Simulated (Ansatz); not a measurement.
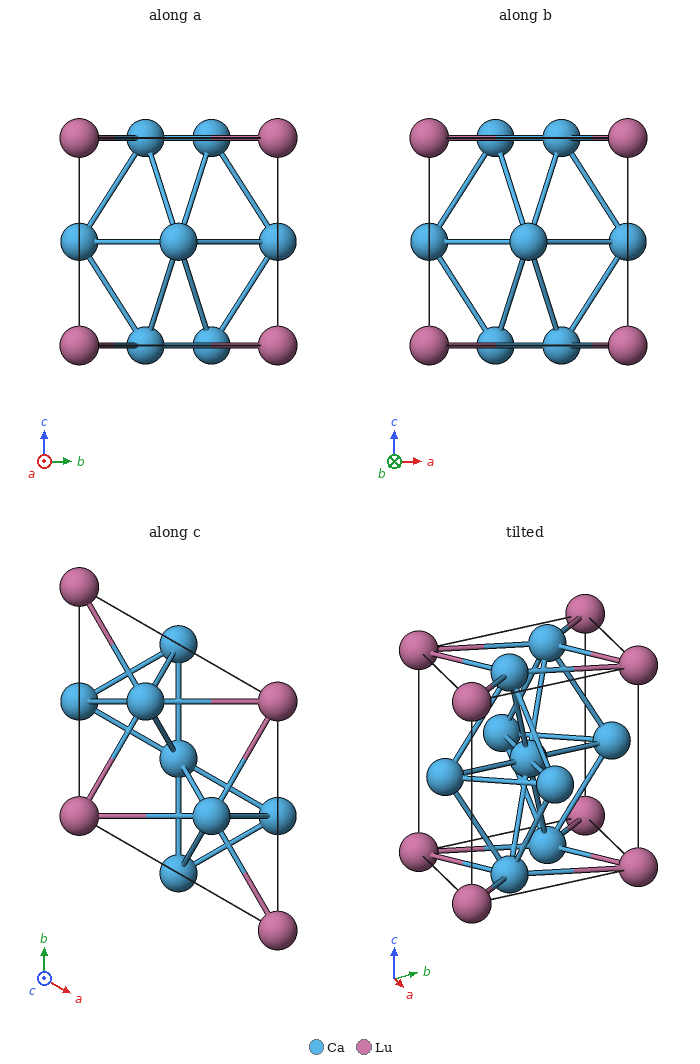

The crystal in a ball-and-stick representation, seen along the a axis, along the b axis, along the c axis and slightly off an axis. The conventional unit cell is drawn as a box.

Lattice parameters: a = 6.923 Å, b = 6.923 Å, c = 6.273 Å, α = 90.00°, β = 90.00°, γ = 120.00°.

### Write the structure as a table of Wyckoff sites.

Space group P6/mmm (No. 191).
```tsv
atom	site	x	y	z
Ca	3g	0.5000	0.0000	0.5000
Ca	2c	0.3333	0.6667	0.0000
Lu	1a	0.0000	0.0000	0.0000
```

The initial geometry was a structure type filled with these elements by a generator (whether the compound takes this form wasn't checked). This is the structure after a relaxation with DFT PBE, scalar-relativistic, plane waves, PAW (Ansatz 0.2.0).
